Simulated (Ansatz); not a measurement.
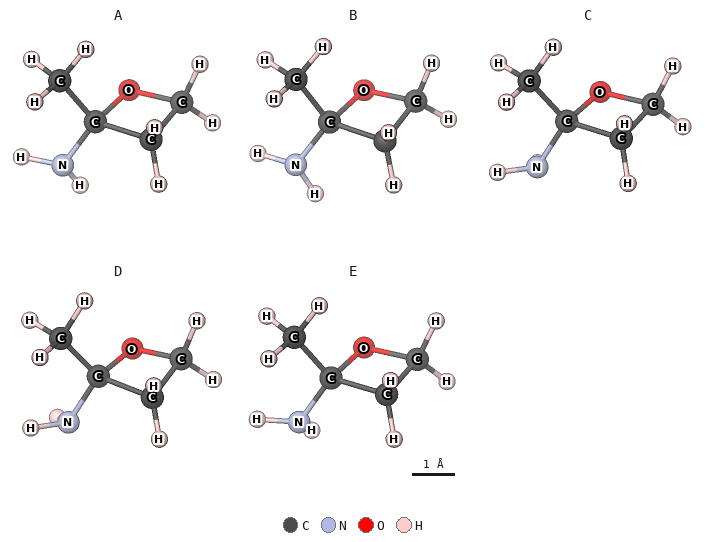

5 geometries from one relaxation of C4H9NO, in shuffled order. The picture is a ball-and-stick view, seen at a tilt.

The run prepares an end point of a later path (torsion) calculation, from a guessed geometry.

These are results of RKS PBE/6-31G in Ansatz 0.2.0, not measurements. Settings: no spin polarisation; force threshold 0.015 eV/Å; at most 40 steps.

**Put them in the order of the run, from the start to the converged end.**

D, C, E, A, B. They are steps 0, 2, 6, 8, 13, at +1.063 eV, +0.301 eV, +0.156 eV, +0.053 eV relative to the last. An H atom moves most after the best rigid fit: 1.09 Å. By element the largest moves are H 1.09 Å, N 0.22 Å, C 0.17 Å, O 0.12 Å. Near-neighbour distances that change, for instance: C–O 1.449 → 1.578 Å, C–H 1.026 → 1.102 Å, C–O 1.423 → 1.498 Å, C–C 1.451 → 1.523 Å. Among the angles between lasting bonds that change: H–N–H 103.6° → 113.6°, C–C–H 121.6° → 114.0°, N–C–C 110.0° → 115.8°. Groups turn about C–N by about 75°. After 12 accepted moves (13 points after the start) the energy has fallen by 1.063 eV. Largest force component: 4.1 eV/Å at the start, 0.008 eV/Å at the end. The line search rejected the trial step at point 4 of the run.
